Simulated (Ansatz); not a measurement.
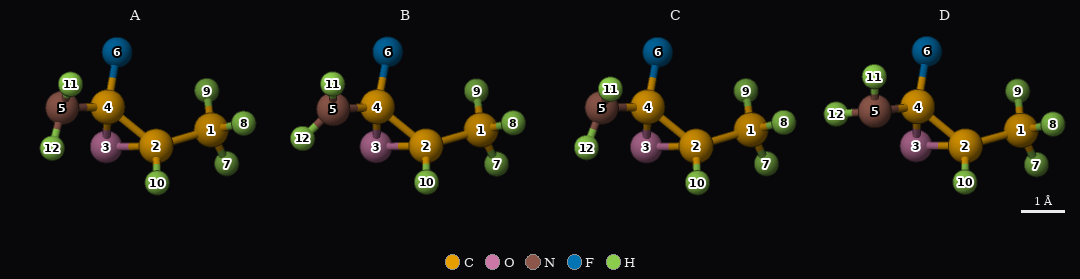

4 geometries from a converged minimum-energy path of C3H6FNO, shuffled. The picture is a ball-and-stick view, seen from a free direction.

These are results of RKS PBE-D4/def2-SVP in Ansatz 0.2.0, not measurements. Run with 7 movable images; climbing image; force threshold 0.03 eV/Å; iteration limit 60; starting path through a guess of the saddle point.

Question: Which frame is the transition state?

Answer: B. In order along the path, whose images run from 0 to 8: A (image 0, 0.000 eV), C (image 1, +0.006 eV), B (image 3, +0.082 eV), D (image 6, −0.067 eV). The motion is an umbrella inversion at N5. No bond forms or breaks between the ends. Among the angles between lasting bonds that change up to the highest image: H11–N5–H12 109.9° → 120.0°, C4–N5–H11 111.9° → 121.1°.
